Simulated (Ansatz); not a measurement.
```tsv
atom	x (Å)	y (Å)	z (Å)
C	0.4151	0.4687	-1.4377
C	0.4881	-0.3690	-0.1656
C	1.9321	-0.5693	0.2684
N	-0.2784	0.1749	0.9472
Sn	-2.3033	0.1099	0.9234
H	0.8350	1.4641	-1.2600
H	-0.6183	0.5973	-1.7705
H	0.9775	0.0081	-2.2548
H	0.0654	-1.3586	-0.3861
H	2.3924	0.3949	0.5093
H	2.5258	-1.0316	-0.5245
H	1.9802	-1.1986	1.1582
H	0.0889	1.0772	1.2260
H	-2.6966	-1.5416	0.7554
H	-3.0188	0.9961	-0.3632
H	-2.8080	0.7549	2.4186
```

Geometry: PBE0-D4/def2-TZVP; core potentials replace the inner electrons of Sn.

All numbers below come from RKS PBE0-D4/def2-TZVPP (Ansatz 0.2.0).

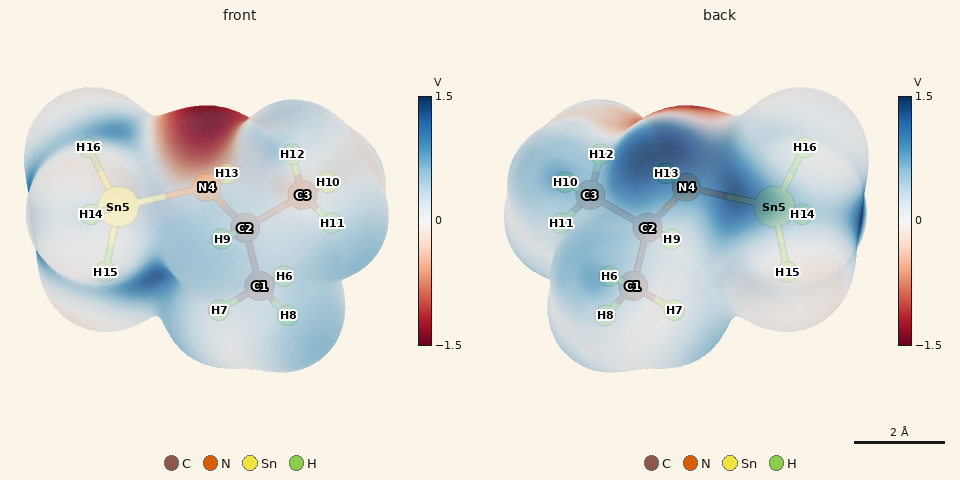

C$_{3}$H$_{11}$NSn (SMILES CC(C)[NH][SnH3]). The electrostatic potential painted on the density surface at 0.002 e/bohr³, seen from the front and from behind; the colour scale runs from red (negative) to blue (positive).

### Describe the electrostatic potential map.

The most negative region (about −1.4 V) lies over N4, the most positive (about +1.4 V) over Sn5 and H13. N4 is the likeliest acceptor of a hydrogen bond.
